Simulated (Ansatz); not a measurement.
A series of calculations on C₂H₆OSSi

Part 1: Relaxation

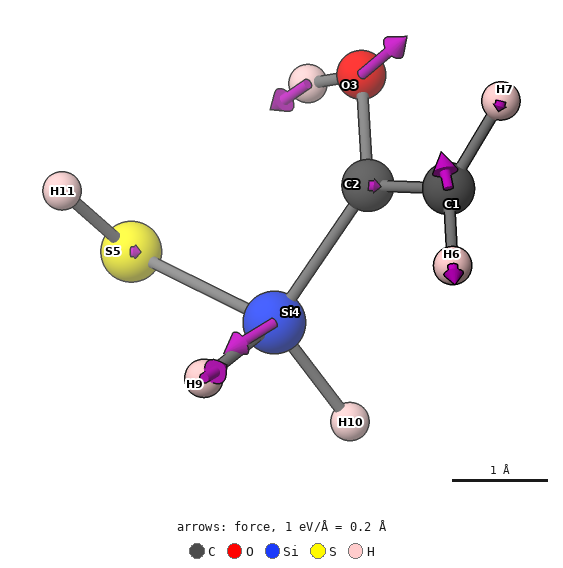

Starting geometry of C$_{2}$H$_{6}$OSSi with the computed forces as purple arrows. Style: ball-and-stick. Shown from a free direction.

The run prepares an end point of a later path (torsion) calculation, from a guessed geometry.

Computed with RKS PBE0-D4/STO-3G (Ansatz 0.2.0).

Input file:
```yaml
crystal:
  periodic: [false, false, false]
  atoms:
    - { symbol: C, position_ang: [0.3736, 0.2121, 1.8696] }
    - { symbol: C, position_ang: [0.4049, 0.2913, 0.5205] }
    - { symbol: O, position_ang: [1.1099, 1.3359, -0.0601] }
    - { symbol: Si, position_ang: [-0.3395, -0.9647, -0.5886] }
    - { symbol: S, position_ang: [-0.4313, -0.0929, -2.5613] }
    - { symbol: H, position_ang: [-0.2227, -0.4935, 2.3961] }
    - { symbol: H, position_ang: [0.8471, 1.0201, 2.4595] }
    - { symbol: H, position_ang: [1.1588, 1.2669, -1.0268] }
    - { symbol: H, position_ang: [-1.8089, -1.2136, -0.1216] }
    - { symbol: H, position_ang: [0.3813, -2.2263, -0.6074] }
    - { symbol: H, position_ang: [-1.408, 0.8075, -2.2594] }
basis:
  gaussian: { orbitals: STO-3G }
hamiltonian:
  xc: pbe0
  dispersion: d4
relax:
  f_tol: 0.015
  max_steps: 40
```

Run as
```bash
ansatz run input.yaml --threads 1 --pin off --max-ram 2048MiB --backend cpu --events-out ev --progress --plain --runs-dir out
```

> Is this structure relaxed? If not, where do the atoms go?

It isn't relaxed: the largest force vector, on O3, is 3.99 eV/Å. The final displacements have little in common with the starting forces (cosine between the two patterns 0.21). Over 12 geometry steps the energy falls by 56.8 kJ/mol. Largest force component: 3.5 eV/Å at the start, 0.0094 eV/Å at the end. The largest move after the best rigid fit is that of H8, 0.38 Å. Largest moves by element: H 0.38 Å, S 0.31 Å, O 0.12 Å, Si 0.10 Å, C 0.07 Å. Among the contacts that change: S5–H8 2.595 → 2.034 Å, Si4–H9 1.562 → 1.446 Å, O3–H8 0.970 → 1.044 Å, C2–Si4 1.834 → 1.885 Å. Among the angles between lasting bonds that change: C2–O3–H8 112.9° → 101.8°, C2–Si4–S5 107.1° → 100.2°, C2–Si4–H9 108.1° → 113.3°.

Limits of the set-up: STO-3G is a minimal basis, so the numbers are rough.

Part 2: Relaxation

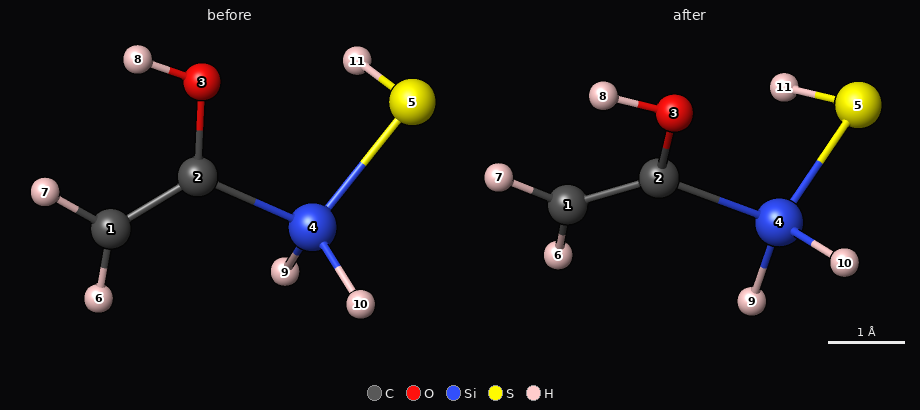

The structure of C2H6OSSi before (left) and after (right) a relaxation, at one scale.

The picture is a ball-and-stick view, seen at a tilt.

The run prepares an end point of a later path (torsion) calculation, from a guessed geometry.

All numbers below come from Ansatz 0.2.0, RKS PBE0-D4/STO-3G. (no spin polarisation; force threshold 0.015 eV/Å; at most 40 steps)

What changed between the two?

The largest move after the best rigid fit is that of H6, 0.95 Å. Largest moves by element: H 0.95 Å, O 0.80 Å, S 0.55 Å, C 0.51 Å, Si 0.16 Å. Some distances before and after: Si4–H9 1.562 → 1.447 Å, O3–H8 0.970 → 1.020 Å, C2–Si4 1.834 → 1.877 Å, Si4–S5 2.159 → 2.119 Å. Among the angles between lasting bonds that change: C2–O3–H8 112.9° → 103.6°, C2–Si4–S5 107.1° → 112.5°, C1–C2–O3 118.3° → 123.3°. Groups turn about C2–Si4 by about 55°. Over 23 geometry steps the energy falls by 53.0 kJ/mol. Largest force component: 4.2 eV/Å at the start, 0.011 eV/Å at the end. The run took 36 s on 1 thread of Intel(R) Xeon(R) 6975P-C (Granite Rapids), with other jobs on the host, peak memory 0.16 GiB.

Limits of the set-up: STO-3G is a minimal basis, so the numbers are rough.

Part 3: Path

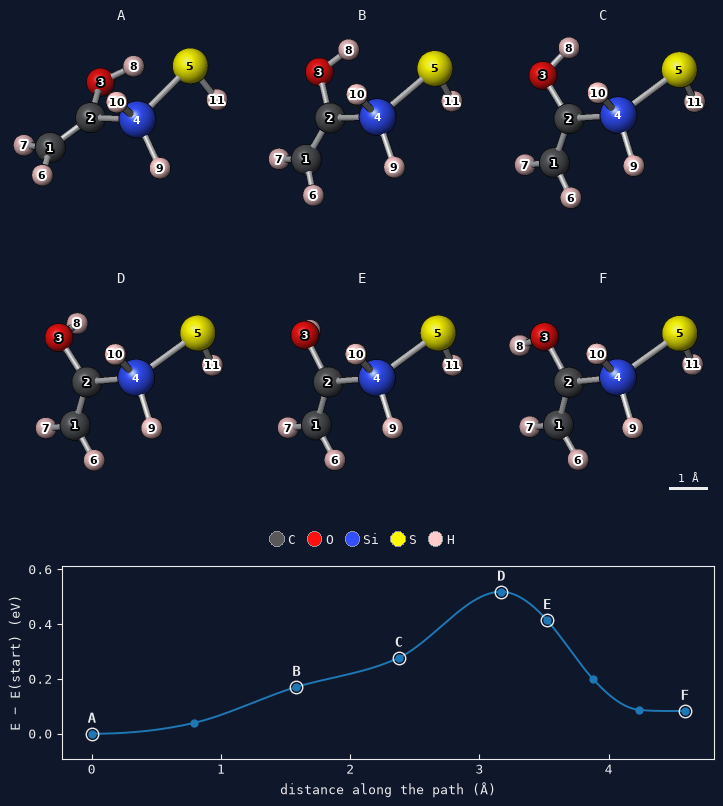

NEB run on C$_{2}$H$_{6}$OSSi. Images are numbered from 0 (start) to 8 (end). Frames A to F are images 0, 2, 3, 4, 5, 8. A ball-and-stick model, seen from a free direction.

Level of theory: RKS PBE0-D4/STO-3G in Ansatz. Settings: 7 movable images; climbing image; force threshold 0.05 eV/Å; iteration limit 60; starting path by image-dependent pair potential.

> Describe the mechanism and the energy profile.

The motion is a rotation about the C2–O3 bond by about 180°, with a turn of about 65° about C2–Si4. No bond forms or breaks between the ends. Among the angles between lasting bonds that change up to the highest image: C2–Si4–S5 100.2° → 112.1°, C2–Si4–H9 113.3° → 107.4°. Forward barrier 0.52 eV, backward barrier 0.44 eV, with image 4 at the top; the reaction energy is +0.08 eV. The band converged in 16 iterations. The largest component of the band force went from 2 to 0.034 eV/Å. The climbing image converged on the top of the path. Its vibrational analysis gives one imaginary mode (505i cm⁻¹), as a transition state must have.

Limits of the set-up: STO-3G is a minimal basis, so the numbers are rough.

The run took 2.4 min on 1 thread of Intel(R) Xeon(R) 6975P-C (Granite Rapids), with other jobs on the host, peak memory 0.12 GiB.
